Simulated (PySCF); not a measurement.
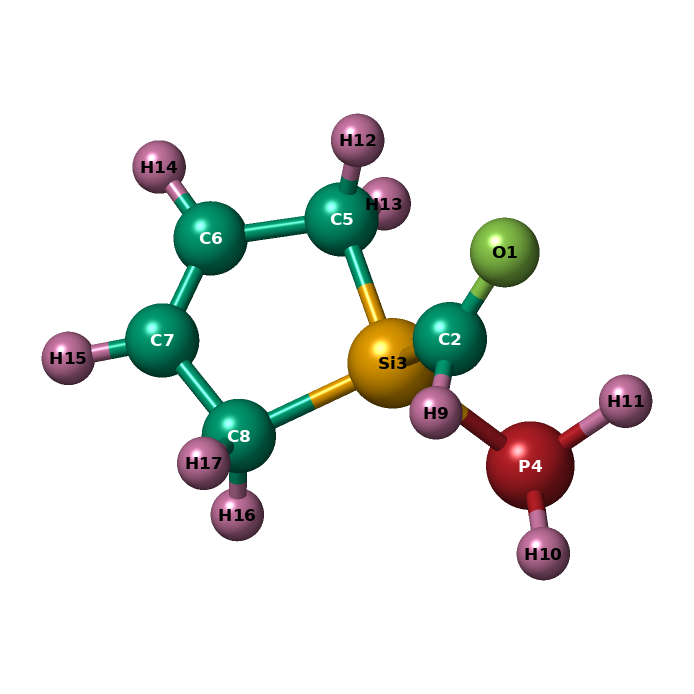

Every bond is drawn as one stick. The computed structure is the end point of a GFN2-xTB optimisation. No frequency run is at hand to confirm it as a minimum. Method: PBE0/pcSseg-1 (PySCF 2.14.0).

List the Mayer bond orders of O1–C2, C2–Si3, Si3–P4, Si3–C5, Si3–C8, C5–C6, C6–C7, C7–C8 (bonds between heavy atoms, one of each equivalent set).

| bond | Mayer order | length (Å) |
| --- | --- | --- |
| O1–C2 | 1.94 | 1.203 |
| C2–Si3 | 0.82 | 1.934 |
| Si3–P4 | 1.07 | 2.258 |
| Si3–C5 | 0.90 | 1.910 |
| Si3–C8 | 0.88 | 1.914 |
| C5–C6 | 1.05 | 1.499 |
| C6–C7 | 1.92 | 1.321 |
| C7–C8 | 1.05 | 1.499 |

The geometry is semi-empirical. Around P, Si such bond lengths and angles can be off by a tenth of an ångström or more and by several degrees, and values that hang on the shape move with them.
